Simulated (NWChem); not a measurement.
**HF/cc-pVDZ run of PN (phosphorus nitride)**

Aim: the vertical ionisation energy of PN (phosphorus nitride) at HF/cc-pVDZ, from 2 runs. 

The calculation is run with NWChem 7.3.0.

1 further run of the same task is left out (set aside as unsound or not needed).

## (1) The molecule

PN has 2 atoms, charge 0, and is taken as a singlet. As SMILES, `N#P`. The bond length is the measured one.

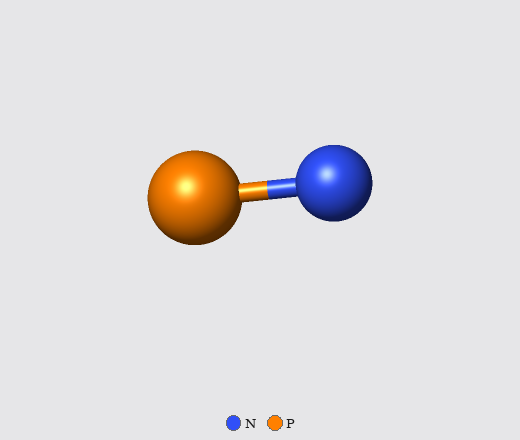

The structure, seen from a chosen angle (nitrogen blue, phosphorus orange).

## (2) A single-point energy at HF/cc-pVDZ

File run.nw:

```
start run
title "NP hf"
memory total 2200 mb

geometry noautosym nocenter noautoz
  N     0.000000    0.000000    0.000000
  P     0.000000    0.000000    1.490866
end

basis "ao basis" spherical bse
  * library cc-pVDZ
end

scf
  nopen 0
  rhf
  thresh 1e-08
  maxiter 80
  print low
end

task scf energy
```

On the command line:

```sh
$ nwchem run.nw > run.out
```

Output:

```text
Northwest Computational Chemistry Package (NWChem) 7.3.0
             --------------------------------------------------------

           Job information
           ---------------

    nwchem branch   = 7.3.0
    use scalapack   = T
    input           = run.nw
    prefix          = run.
    data base       = ./run.db
    status          = startup
    nproc           =        1

           Memory information
           ------------------

    heap     =     72089596 doubles =      550.0 Mbytes
    stack    =     72089601 doubles =      550.0 Mbytes
    global   =    144179200 doubles =     1100.0 Mbytes (distinct from heap & stack)
    total    =    288358397 doubles =     2200.0 Mbytes
    verify   = yes
    hardfail = no

           Directory information
           ---------------------

  0 permanent = .
  0 scratch   = .

                                NWChem Input Module
                                -------------------

                                       NP hf
                                       -----

 Scaling coordinates for geometry "geometry" by  1.889725989
 (inverse scale =  0.529177249)

                             Geometry "geometry" -> ""
                             -------------------------

 Output coordinates in angstroms (scale by  1.889725989 to convert to a.u.)

  No.       Tag          Charge          X              Y              Z
 ---- ---------------- ---------- -------------- -------------- --------------
    1 N                    7.0000     0.00000000     0.00000000     0.00000000
    2 P                   15.0000     0.00000000     0.00000000     1.49086600

      Atomic Mass
      -----------

      N                 14.003070
      P                 30.973760

 Effective nuclear repulsion energy (a.u.)      37.2693529432

            Nuclear Dipole moment (a.u.)
            ----------------------------
        X                 Y               Z
 ---------------- ---------------- ----------------
     0.0000000000     0.0000000000    42.2599233854

            XYZ format geometry
            -------------------
     2
 geometry
 N                     0.00000000     0.00000000     0.00000000
 P                     0.00000000     0.00000000     1.49086600

 ==============================================================================
                                internuclear distances
 ------------------------------------------------------------------------------
       center one      |      center two      | atomic units |  angstroms
 ------------------------------------------------------------------------------
    2 P                |   1 N                |     2.81733  |     1.49087
 ------------------------------------------------------------------------------
                         number of included internuclear distances:          1
 ==============================================================================

 Summary of "ao basis" -> "" (spherical)
 ------------------------------------------------------------------------------
       Tag                 Description            Shells   Functions and Types
 ---------------- ------------------------------  ------  ---------------------
 *                          cc-pVDZ                   on all atoms

                      Basis "ao basis" -> "ao basis" (spherical)
                      -----
  [basis functions not shown]

 Summary of "ao basis" -> "ao basis" (spherical)
 ------------------------------------------------------------------------------
       Tag                 Description            Shells   Functions and Types
 ---------------- ------------------------------  ------  ---------------------
 N                          cc-pVDZ                  6       14   3s2p1d
 P                          cc-pVDZ                  8       18   4s3p1d

                                 NWChem SCF Module
                                 -----------------

                                       NP hf

  ao basis        = "ao basis"
  functions       =    32
  atoms           =     2
  closed shells   =    11
  open shells     =     0
  charge          =   0.00
  wavefunction    = RHF
  input vectors   = atomic
  output vectors  = ./run.movecs
  use symmetry    = F
  symmetry adapt  = F

 Forming initial guess at       0.0s

 Starting SCF solution at       0.5s

       Final RHF  results
       ------------------

         Total SCF energy =   -395.143160066334
      One-electron energy =   -619.612370907642
      Two-electron energy =    187.199857898141
 Nuclear repulsion energy =     37.269352943167

        Time for solution =      9.3s

 Task  times  cpu:        9.7s     wall:        9.7s
 Total times  cpu:        9.7s     wall:        9.7s
```

Wall time 11 s (1 thread of Intel Xeon Platinum 8259CL at 2.50GHz (Skylake/Cascade Lake), shared host); peak memory 0.098 GiB.

## (3) The doublet cation

File mymol.nw:

```
start mymol
memory stack 880 mb heap 220 mb global 1100 mb
charge 1
geometry units angstroms noautosym nocenter noautoz
 N     0.000000    0.000000    0.000000
 P     0.000000    0.000000    1.490866
end
basis spherical bse
 * library cc-pVDZ
end
scf
 nopen 1
 uhf
 thresh 1e-08
 maxiter 80
 print low
end
task scf energy
```

On the command line:

```sh
$ nwchem mymol.nw > mymol.out
```

Output:

```text
Northwest Computational Chemistry Package (NWChem) 7.3.0
             --------------------------------------------------------

           Job information
           ---------------

    nwchem branch   = 7.3.0
    use scalapack   = T
    input           = mymol.nw
    prefix          = mymol.
    data base       = ./mymol.db
    status          = startup
    nproc           =        1

           Memory information
           ------------------

    heap     =     28835834 doubles =      220.0 Mbytes
    stack    =    115343359 doubles =      880.0 Mbytes
    global   =    144179200 doubles =     1100.0 Mbytes (distinct from heap & stack)
    total    =    288358393 doubles =     2200.0 Mbytes
    verify   = yes
    hardfail = no

           Directory information
           ---------------------

  0 permanent = .
  0 scratch   = .

                                NWChem Input Module
                                -------------------

 Scaling coordinates for geometry "geometry" by  1.889725989
 (inverse scale =  0.529177249)

                             Geometry "geometry" -> ""
                             -------------------------

 Output coordinates in angstroms (scale by  1.889725989 to convert to a.u.)

  No.       Tag          Charge          X              Y              Z
 ---- ---------------- ---------- -------------- -------------- --------------
    1 N                    7.0000     0.00000000     0.00000000     0.00000000
    2 P                   15.0000     0.00000000     0.00000000     1.49086600

      Atomic Mass
      -----------

      N                 14.003070
      P                 30.973760

 Effective nuclear repulsion energy (a.u.)      37.2693529432

            Nuclear Dipole moment (a.u.)
            ----------------------------
        X                 Y               Z
 ---------------- ---------------- ----------------
     0.0000000000     0.0000000000    42.2599233854

            XYZ format geometry
            -------------------
     2
 geometry
 N                     0.00000000     0.00000000     0.00000000
 P                     0.00000000     0.00000000     1.49086600

 ==============================================================================
                                internuclear distances
 ------------------------------------------------------------------------------
       center one      |      center two      | atomic units |  angstroms
 ------------------------------------------------------------------------------
    2 P                |   1 N                |     2.81733  |     1.49087
 ------------------------------------------------------------------------------
                         number of included internuclear distances:          1
 ==============================================================================

 Summary of "ao basis" -> "" (spherical)
 ------------------------------------------------------------------------------
       Tag                 Description            Shells   Functions and Types
 ---------------- ------------------------------  ------  ---------------------
 *                          cc-pVDZ                   on all atoms

                      Basis "ao basis" -> "ao basis" (spherical)
                      -----
  [basis functions not shown]

 Summary of "ao basis" -> "ao basis" (spherical)
 ------------------------------------------------------------------------------
       Tag                 Description            Shells   Functions and Types
 ---------------- ------------------------------  ------  ---------------------
 N                          cc-pVDZ                  6       14   3s2p1d
 P                          cc-pVDZ                  8       18   4s3p1d

                                 NWChem SCF Module
                                 -----------------

  ao basis        = "ao basis"
  functions       =    32
  atoms           =     2
  alpha electrons =    11
  beta  electrons =    10
  charge          =   1.00
  wavefunction    = UHF
  input vectors   = atomic
  output vectors  = ./mymol.movecs
  use symmetry    = F
  symmetry adapt  = F

 Forming initial guess at       0.1s

 Starting SCF solution at       0.8s

  ga_iter_lsolve: convergence stagnant ... aborting solve

       Final UHF  results
       ------------------

         Total SCF energy =   -394.771341380040
      One electron energy =   -611.809198897082
      Two electron energy =    179.768504573874
 Nuclear repulsion energy =     37.269352943167

                       Sz =      0.5000
                 Sz(Sz+1) =      0.7500
                      S^2 =      1.4774

        Time for solution =     28.9s

 Task  times  cpu:       29.6s     wall:       29.6s
 Total times  cpu:       29.6s     wall:       29.6s
```

Run time: 30 s. Hardware: 1 thread of Intel Xeon Platinum 8259CL at 2.50GHz (Skylake/Cascade Lake), shared host; peak memory 0.099 GiB.

## (4) Outcome

At HF/cc-pVDZ:

| quantity | value |
| --- | --- |
| singlet PN: total energy | -395.14316 Eh |
| doublet cation: total energy | -394.77134 Eh |
| doublet cation: ⟨S²⟩ | 1.477 |
| vertical ionisation energy (to the doublet cation) | 10.118 eV |

What this shows: The vertical ionisation energy comes to 10.12 eV (233 kcal/mol). ⟨S²⟩ (doublet cation) is 1.48 where a pure doublet has 0.75: the reference is spin-contaminated.
